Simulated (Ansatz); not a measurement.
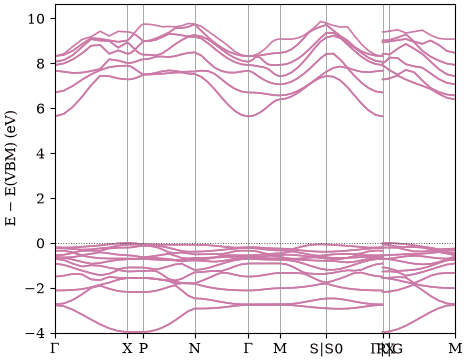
Fig. 1. Band structure from the program Ansatz at the r²SCAN with spin–orbit coupling level (PAW)

Q: Read off the gap and where the band edges lie.

A: About 5.6 eV (5.64 eV by a search for the band edges); maximum at X, minimum at Γ.

The material is Rb$_{2}$MgCl$_{4}$ in space group I4/mmm (No. 139; Rb on 4e, Mg on 2a, Cl on 4e, Cl on 4c).

The workflow started from a Materials Project entry (that database holds measured and hypothetical structures alike); the Crystallography Open Database copy checked does not list it. Its standing as an ambient phase is unchecked. The cell was relaxed with r²SCAN under the symmetry of its start; its stability against distortions is not shown here.

Potentials: the later of the program's two PAW sets.
